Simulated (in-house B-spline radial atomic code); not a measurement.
The neutral promethium atom in the configuration [Xe] 4f5 6s2 (high spin). All runs are scalar-relativistic, spin-polarised and spherical, computed with an in-house B-spline radial code (spin-free X2C). Hartree-Fock is the average over the configuration. Wanted, and plotted below: the eigenvalue (eV) of the 4f up orbital by 5 methods.

The deepest is Hartree-Fock (−12.4) and the shallowest BLYP (−2.91), a spread of 9.53 eV. In order (eV): Hartree-Fock (−12.4), OLYP (−3.49), SCAN (−3.44), LDA (PW92) (−3.34), BLYP (−2.91). On the whole, exact exchange removes self-interaction and deepens occupied levels.

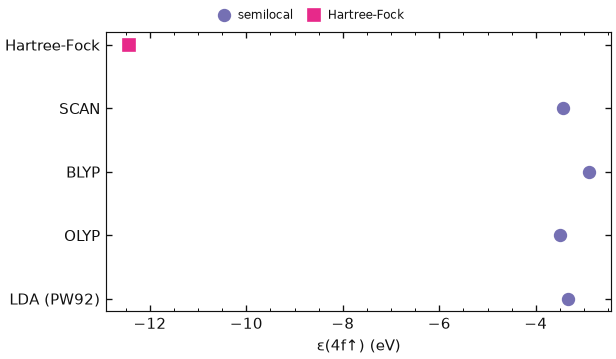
